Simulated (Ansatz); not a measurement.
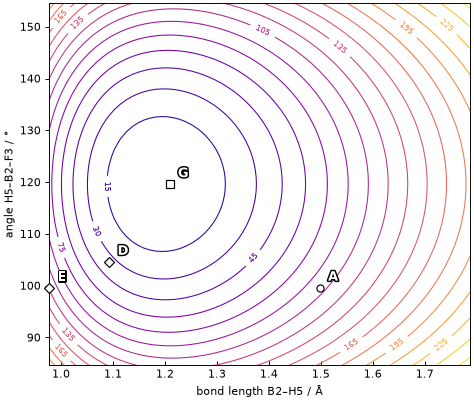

BFH₂O, SMILES OBF. The first coordinate is: bond length B2–H5; the second: angle H5–B2–F3. Nothing is relaxed (all other coordinates rigid). The grid has 15 × 15 points. Points are written as (first, second). All energies are given in kJ/mol relative to the relaxed molecule at the same level. The reference is spin-restricted, which grows unreliable where a bond is stretched far. Theory: RKS PBE0-D4/def2-TZVP in Ansatz.

In the figure: contour lines labelled in kJ/mol, lettered points. Between grid points the surface is interpolated.

Question: Is A the lowest point of the computed grid?

Answer: No. A lies 100 kJ/mol above the lowest grid point, which is at (1.209 Å, 119.6°).

Question: Rank the lettered points by energy, lowest first.

Answer: G (0.34 kJ/mol), D (34 kJ/mol), A (100 kJ/mol), E (119 kJ/mol).
